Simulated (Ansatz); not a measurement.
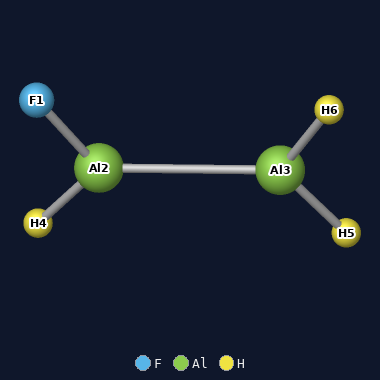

Two computed energy maps of Al2FH3, SMILES [F][AlH][AlH2]. The picture above is the structure of the first map.

Map 1

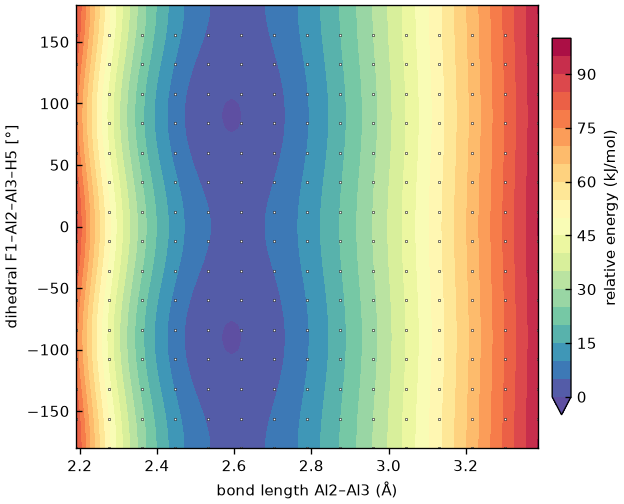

Al₂FH₃, SMILES [F][AlH][AlH2]. Coordinates scanned: (1) bond length Al2–Al3; (2) dihedral F1–Al2–Al3–H5. Nothing is relaxed (all other coordinates rigid). The scan uses a 15 × 15 grid; 120 points were computed and 105 follow by symmetry. Points are written as (first, second). All energies are given in kJ/mol relative to the lowest grid point. Theory: RKS PBE0-D4/def2-TZVP (Ansatz).

Drawn: filled contours, dots at the grid points. Between grid points the surface is interpolated.

Map 2

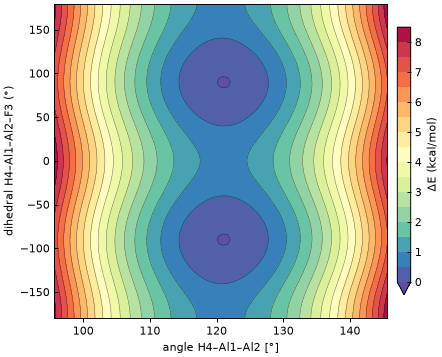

Al₂FH₃, SMILES [F][AlH][AlH2]. First axis: angle H4–Al1–Al2. Second axis: dihedral H4–Al1–Al2–F3. Nothing is relaxed (all other coordinates rigid). The grid has 15 × 15 points; 120 points were computed and 105 follow by symmetry. Points are written as (first, second). Energies: kcal/mol, counted from the lowest grid point. Method: RKS PBE0-D4/def2-TZVP (Ansatz 0.2.0).

Drawn: filled contours. Between grid points the surface is interpolated.

**Summarise the maps one by one.**

Map 1: The lowest grid point is at (2.618 Å, −84°); the map holds 2 wells of about this depth. No other kind of well shows on this grid. The highest grid point, (3.388 Å, −180°), lies 95 kJ/mol above the lowest. On the interpolated surface the easiest way out of the lowest well to a well of about the same depth near (2.618 Å, 84°) passes a barrier of about 3.6 kJ/mol, counted from the interpolated bottom of the well. Round the minimum the two coordinates are nearly uncoupled.
Map 2: The lowest grid point is at (120.6°, −84°); the map holds 2 wells of about this depth. It is the only kind of minimum in the scanned range. The highest grid point, (145.6°, −180°), lies 8.3 kcal/mol above the lowest. On the interpolated surface the easiest way out of the lowest well to a well of about the same depth near (120.6°, 84°) passes a barrier of about 0.86 kcal/mol. Round the minimum the two coordinates are nearly uncoupled.

**Maps 1, 2 start from a relaxed reference structure. Do they show a way to lower its energy?**

Yes. In map 1 the point (2.618 Å, −84°) lies 3.4 kJ/mol below the reference. In map 2 the point (120.6°, −84°) lies 0.8 kcal/mol below the reference.
